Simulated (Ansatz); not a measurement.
The calculation's input:

```
crystal:
  periodic: [false, false, false]
  atoms:
    - { symbol: Si, position_ang: [0.0, 0.0, 0.0] }
    - { symbol: H, position_ang: [0.6625, 0.0, 1.522] }
    - { symbol: Cl, position_ang: [2.2646, 0.0, 0.5484] }
    - { symbol: Cl, position_ang: [-1.0032, 1.7381, -0.7093] }
    - { symbol: Cl, position_ang: [-1.0032, -1.7381, -0.7093] }
basis:
  gaussian: { orbitals: def2-SVP }
hamiltonian:
  xc: pbe
relax:
  f_tol: 0.15
  max_steps: 25
  restrain:
    - { distance: [1, 2], at: 1.37, k: 30.0 }
    - { distance: [0, 1], at: 2.66, k: 30.0 }
    - { distance: [0, 2], at: 3.33, k: 30.0 }
output:
  orbitals: {}
```

Command:

```sh
ansatz run input.yaml --threads 1 --pin off --max-ram 2048MiB --backend cpu --events-out ev --progress --plain --runs-dir out
```

The fields are those of the run's last geometry, not of the input's.

Not at a stationary point (largest force 0.9 eV/Å).

The calculation used RKS PBE/def2-SVP (Ansatz 0.2.0).

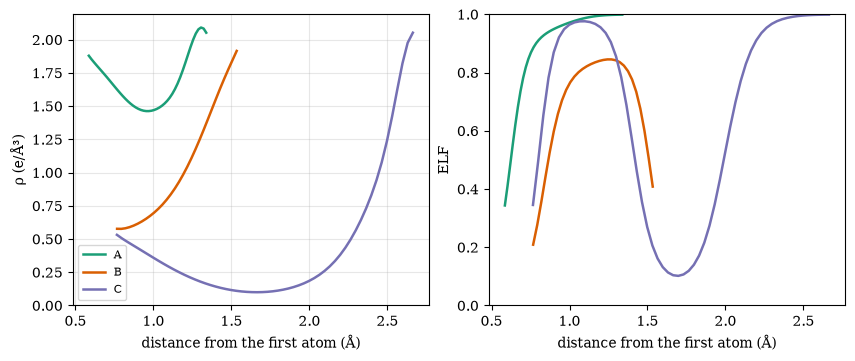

Cl2Si···HCl. Total electron density and ELF along straight lines between neighbouring atoms. The curves leave out the atomic cores.

**Which curve belongs to which contact (Cl–H, Si–Cl and Si–H)? The first atom named is at distance zero.**

Curve A: Cl–H (1.34 Å): the density is about 1.8 e/Å³ at the midpoint; the ELF climbs to about 1 towards the hydrogen, as it does in any bond to H. Curve B: Si–Cl (2.12 Å): ρ at the midpoint is about 0.76 e/Å³, with its minimum of 0.58 e/Å³ about 0.8 Å from Si; the ELF peaks at about 0.85 between the atoms; a polar covalent bond. Curve C: Si1···H2 (2.66 Å): the density falls to about 0.1 e/Å³ on the way; the ELF dips to about 0.10 between them.
